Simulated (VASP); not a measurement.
Energy against volume of CdSe (zinc blende). Computed with HSE06 screened hybrid, VASP's PBE PAW potentials (set 64) (plane waves; VASP).

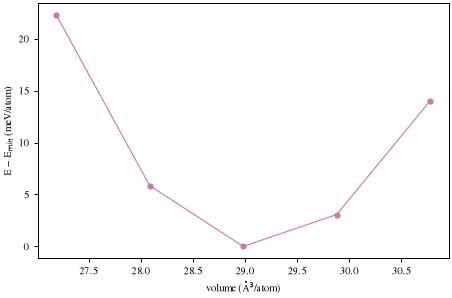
Energy against volume

Task: Estimate the equilibrium volume and the bulk modulus.

Result: The minimum lies near 29.1 Å³/atom, and the curvature gives B0 of about 51 GPa.

Measured: a 6.077 Å (computed value off by +1.2 %), as given by arXiv:1206.3780. The calculation is for a static lattice, while the measured a holds thermal and zero-point effects, which are part of the difference.

The compound is CdSe in the zinc blende structure, whereas wurtzite is the usual form. It was relaxed first, which changed the volume by +5 %. The cell's shape comes from a PBE relaxation.
